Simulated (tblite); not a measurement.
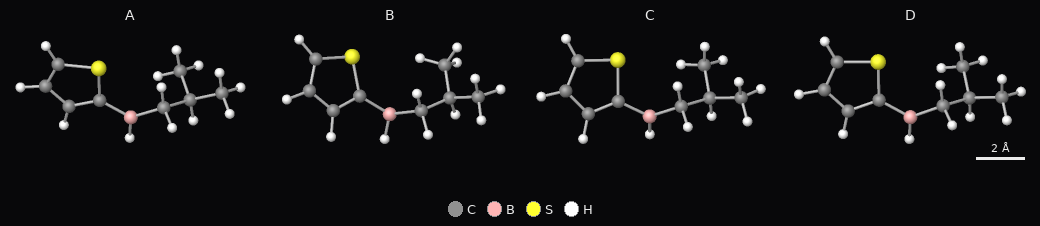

4 geometries from one relaxation of C8H13BS, in shuffled order. The picture is a ball-and-stick view, seen at a tilt.

The calculation used GFN2-xTB geometry optimisation, gas phase in tblite. 

> Put them in the order of the run, from the start to the converged end.

B, C, D, A. They are steps 0, 38, 68, 153, at +1.128 eV, +0.149 eV, +0.045 eV relative to the last. The largest move after the best rigid fit is that of the S atom, 1.49 Å. Largest moves by element: S 1.49 Å, H 1.44 Å, C 0.62 Å, B 0.59 Å. Near-neighbour distances that change, for instance: C–S 1.679 → 1.750 Å, B–C 1.576 → 1.526 Å, C–H 1.135 → 1.088 Å, C–S 1.665 → 1.708 Å. Bond angles that change, for instance: S–C–H 129.3° → 119.7°, B–C–S 130.4° → 122.4°, C–B–C 114.4° → 121.2°. Groups turn about C–C by about 40°. Over 153 geometry steps the energy falls by 1.128 eV.
